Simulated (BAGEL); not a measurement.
**BH3 (borane), step by step**

Aim: a single-point energy (HF/def2-SVP), then the energy (NEVPT2(2,2)/def2-SVP), then a single-point energy (CASPT2(2,2)/def2-SVP) of BH3 (borane). 

The calculation is run with BAGEL 1.2.2.

**1. The system as given**

BH3: 4 atoms, total charge 0, spin state singlet. As SMILES, `B`. The shape is that of a PBE0-D4/def2-TZVP optimisation.

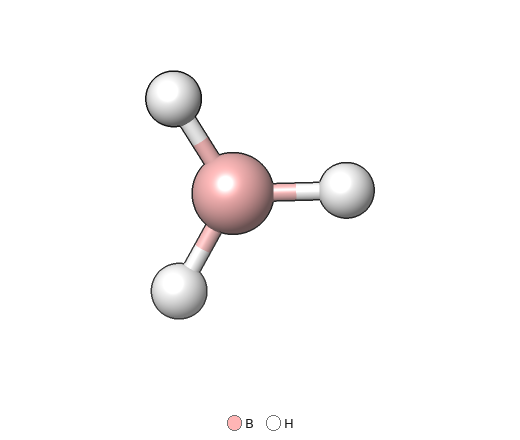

The structure, seen from a chosen angle (boron pink, hydrogen white).

**2. A single-point energy at HF/def2-SVP (density fitting with svp-jkfit) (run 1)**

input.json

```json
{ "bagel" : [

{
  "title" : "molecule",
  "basis" : "svp",
  "df_basis" : "svp-jkfit",
  "angstrom" : true,
  "geometry" : [
    { "atom" : "B", "xyz" : [    0.013928,   -0.015131,   -0.005075 ] },
    { "atom" : "H", "xyz" : [    0.982228,    0.381669,    0.568825 ] },
    { "atom" : "H", "xyz" : [   -0.276172,   -1.171831,    0.043025 ] },
    { "atom" : "H", "xyz" : [   -0.664400,    0.744900,   -0.626900 ] }
  ]
},
{ "title" : "hf" },
{ "title" : "print", "file" : "orbitals.molden", "orbitals" : true }

]}
```

Command:

```bash
BAGEL_NUM_THREADS=1 BAGEL input.json > input.out
```

Standard output:

```text
* using 1 threads per process

  ===============================================================
  ===============================================================

  *** Geometry ***

  { "atom" : "B", "xyz" : [      0.026320,     -0.028593,     -0.009590 ] },
  { "atom" : "H", "xyz" : [      1.856142,      0.721250,      1.074923 ] },
  { "atom" : "H", "xyz" : [     -0.521889,     -2.214440,      0.081305 ] },
  { "atom" : "H", "xyz" : [     -1.255534,      1.407657,     -1.184669 ] },

  Number of auxiliary basis functions:      129

  Since a DF basis is specified, we compute 2- and 3-index integrals:
    o Being stored without compression. Storage requirement is 0.001 GB

  Number of basis functions:       29
  Number of electrons      :        8

    * METHOD: MOLECULE                             0.02

  *** RHF ***

  === Nuclear Repulsion ===
     7.4187373668

      * DIIS with orbital gradients will be used.

  === RHF iteration (svp) ===
      0        -26.35263202          0.01500079           0.00
      1        -26.36935641          0.00371868           0.00
      2        -26.37044872          0.00030082           0.00
      3        -26.37045758          0.00003984           0.00
      4        -26.37045780          0.00000233           0.00
      5        -26.37045780          0.00000036           0.00
      6        -26.37045780          0.00000006           0.00
      7        -26.37045780          0.00000001           0.00
    * SCF iteration converged.

    * Permanent dipole moment:
           (   -0.000048,     0.000035,     0.000062) a.u.

    * METHOD: HF                                   0.03

    * METHOD: PRINT                                0.00

  ===============================================================
```

Wall time 0.26 s (1 thread of Intel Xeon 6975P-C (Granite Rapids), shared host).

**3. A single-point energy at NEVPT2(2,2)/def2-SVP (density fitting with svp-jkfit) (run 2)**

input.json

```json
{ "bagel": [

{
  "title": "molecule",
  "basis": "svp",
  "df_basis": "svp-jkfit",
  "angstrom": true,
  "geometry": [
    { "atom": "B", "xyz": [       0.013928,      -0.015131,      -0.005075 ] },
    { "atom": "H", "xyz": [       0.982228,       0.381669,       0.568825 ] },
    { "atom": "H", "xyz": [      -0.276172,      -1.171831,       0.043025 ] },
    { "atom": "H", "xyz": [      -0.664400,       0.744900,      -0.626900 ] }
  ]
},

{
  "title": "hf"
},

{
  "title": "nevpt2",
  "nstate": 1,
  "nact": 2,
  "nclosed": 3,
  "nspin": 0,
  "active": [4, 6],
  "maxiter": 200,
  "natocc": true,
  "ncore": 1
},

{
  "title": "print",
  "file": "orbitals.molden",
  "orbitals": true
}

]}
```

Command:

```bash
BAGEL_NUM_THREADS=1 BAGEL input.json > input.out
```

Standard output:

```text
* using 1 threads per process

  ===============================================================
  ===============================================================

  *** Geometry ***

  { "atom" : "B", "xyz" : [      0.026320,     -0.028593,     -0.009590 ] },
  { "atom" : "H", "xyz" : [      1.856142,      0.721250,      1.074923 ] },
  { "atom" : "H", "xyz" : [     -0.521889,     -2.214440,      0.081305 ] },
  { "atom" : "H", "xyz" : [     -1.255534,      1.407657,     -1.184669 ] },

[... 23 lines left out ...]
    * SCF iteration converged.
[... 1 line left out ...]
    * Permanent dipole moment:
[... 28 lines left out ...]
    * Second-order optimization converged. *
[... 9 lines left out ...]
     * ci vector, state   0, <S^2> = 0.0000
       2.     0.9960297098
       .2    -0.0890214419

  === DF-NEVPT2 calculation ===

    * 3-index integral transformation done
    * assembly done

      NEVPT2 correlation energy:   -0.0785889201      0.01

          (+0)     -0.0507913376
          (+0)'    -0.0042496410
          (+1)     -0.0014217915
          (+1)'    -0.0000000000
          (+2)     -0.0000807327
          (-1)     -0.0110614380
          (-1)'     0.0000000000
          (-2)     -0.0109839794

      NEVPT2 total energy:        -26.4621600779

    * METHOD: NEVPT2                               0.08

    * METHOD: PRINT                                0.00

  ===============================================================
```

It took 0.3 s on 1 thread of Intel Xeon 6975P-C (Granite Rapids), shared host.

**4. The energy at CASPT2(2,2)/def2-SVP (density fitting with svp-jkfit) (run 3)**

caspt2.json

```json
{ "bagel" : [

{
  "title" : "molecule",
  "basis" : "svp",
  "df_basis" : "svp-jkfit",
  "angstrom" : true,
  "geometry" : [
    { "atom" : "B", "xyz" : [    0.013928,   -0.015131,   -0.005075 ] },
    { "atom" : "H", "xyz" : [    0.982228,    0.381669,    0.568825 ] },
    { "atom" : "H", "xyz" : [   -0.276172,   -1.171831,    0.043025 ] },
    { "atom" : "H", "xyz" : [   -0.664400,    0.744900,   -0.626900 ] }
  ]
},
{
  "title" : "hf"
},
{
  "title" : "casscf",
  "nstate" : 1,
  "nact" : 2,
  "nclosed" : 3,
  "active" : [4, 6],
  "maxiter" : 200,
  "natocc" : true
},
{
  "title" : "print",
  "file" : "orbitals.molden",
  "orbitals" : true
},
{
  "title" : "smith",
  "method" : "caspt2",
  "ms" : true,
  "xms" : true,
  "sssr" : true,
  "shift" : 0.2,
  "shift_imag" : true,
  "ncore" : 1
}

]}
```

Command:

```bash
BAGEL_NUM_THREADS=1 BAGEL caspt2.json > caspt2.out
```

Standard output:

```text
* using 1 threads per process

  ===============================================================
  ===============================================================

  *** Geometry ***

  { "atom" : "B", "xyz" : [      0.026320,     -0.028593,     -0.009590 ] },
  { "atom" : "H", "xyz" : [      1.856142,      0.721250,      1.074923 ] },
  { "atom" : "H", "xyz" : [     -0.521889,     -2.214440,      0.081305 ] },
  { "atom" : "H", "xyz" : [     -1.255534,      1.407657,     -1.184669 ] },

[... 25 lines left out ...]
    * Permanent dipole moment:
[... 37 lines left out ...]
     * ci vector, state   0, <S^2> = 0.0000
[... 21 lines left out ...]
       #      aibj      arbs      arbi      airj      risj      airs      arst      rist         Etot      error   time
[... 9 lines left out ...]
      ------------------------------------------------------------------------------------------------------------------

    * CASPT2 energy : state  0      -26.4653285445
        w/o shift correction        -26.4648291802
        reference weight              0.9707502277

    * METHOD: SMITH                                0.03

  ===============================================================
```

It took 0.3 s on 1 thread of Intel Xeon 6975P-C (Granite Rapids), shared host.

**5. What came out**

| quantity | value |
| --- | --- |
| run 1, HF/def2-SVP: total energy | -26.37046 Eh |
| run 1, HF/def2-SVP: dipole moment | 0.00 D |
| run 1, HF/def2-SVP: HOMO energy | -13.55 eV |
| run 1, HF/def2-SVP: LUMO energy | 1.86 eV |
| run 1, HF/def2-SVP: HOMO–LUMO gap | 15.42 eV |
| run 2, NEVPT2(2,2)/def2-SVP: total energy | -26.46216 Eh |
| run 3, CASPT2(2,2)/def2-SVP: total energy | -26.46533 Eh |
